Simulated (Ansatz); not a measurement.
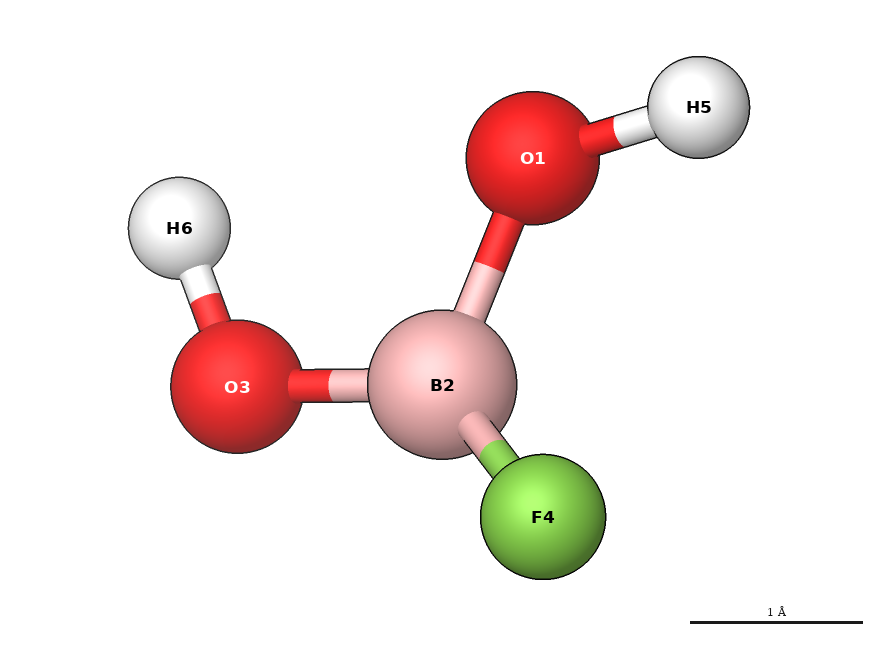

Figure made from data computed with Ansatz.

Geometry: atoms displaced at random (about 0.12 Å) from a stationary point of PBE0-D4.

Which atoms are bonded, and how long are the bonds?

| bond | length (Å) | order |
| --- | --- | --- |
| O1–B2 | 1.423 | single |
| O1–H5 | 1.136 | single |
| B2–O3 | 1.332 | single |
| B2–F4 | 1.384 | single |
| O3–H6 | 1.026 | single |
